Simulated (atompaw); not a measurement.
Atompaw 4.2.0.5 input:

```
Ho 67
GGA-PBESOL loggrid 2001 logderivrange -5 5 251
6 6 5 4 0 0
6 1 0
5 2 0.5
4 3 10.5
0 0 0
c
c
c
c
v
v
c
c
c
v
v
c
c
v
v
3
2.55 1.66 2.10 1.50
n
n
y
1.8
n
y
2.1
n
custom polynom vanderbiltortho besselshape
4 0.5 troulliermartins
1.95
2.55
1.80
2.55
2.55
2.55
1.35
1.35
```

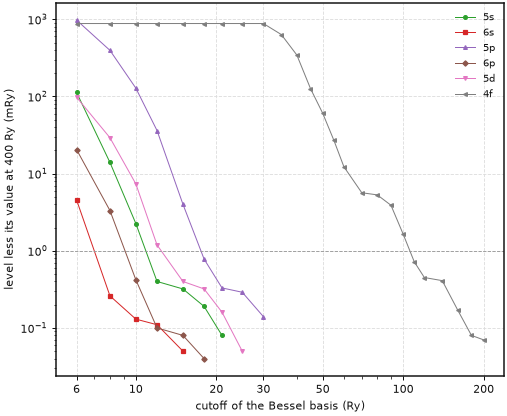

The pseudo-atom Hamiltonian at the reference potential is diagonalised in spherical Bessel functions (20 bohr box) up to the cutoff. Curves: distance of each valence level from its value at 400 Ry.

**From which cutoff is the occupation-weighted sum of levels good to 10 mRy, and to 1 mRy?**

110 Ry and 180 Ry, on the ladder of cutoffs that was run.

**Which occupied shell is the hardest?**

4f: its level needs 110 Ry to come within 1 mRy, against 18 Ry for 5p.

**At which cutoff does each level come within 1 mRy for good?**

5s: 12 Ry; 6s: 8 Ry; 5p: 18 Ry; 6p: 10 Ry; 5d: 15 Ry; 4f: 110 Ry.
